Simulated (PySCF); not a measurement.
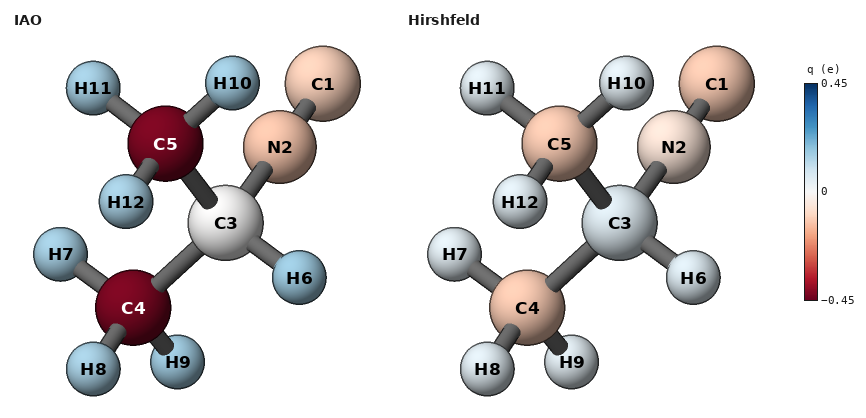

Atomic charges of one calculation by 2 schemes, on one colour scale. The geometry was computed by an optimisation with GFN2-xTB. No frequency run is at hand to confirm it as a minimum. Computed with PBE0/pcSseg-1 (PySCF 2.14.0).

Which scheme gives the most polar picture (largest mean size of the charges)?

The IAO charges are the largest in size here.

On which atom do the schemes disagree most?

On C4 (from −0.42 to −0.11 e); C5 (from −0.42 to −0.11 e).

List the charges (e), one line for each set of equivalent atoms.

| atom | IAO | Hirshfeld |
| --- | --- | --- |
| C1 | −0.10 | −0.12 |
| N2 | −0.12 | −0.06 |
| C3 | 0.00 | 0.05 |
| C4, C5 | −0.42 | −0.11 |
| H6 | 0.16 | 0.06 |
| H7, H11 | 0.15 | 0.05 |
| H8, H12 | 0.15 | 0.05 |
| H9, H10 | 0.15 | 0.05 |
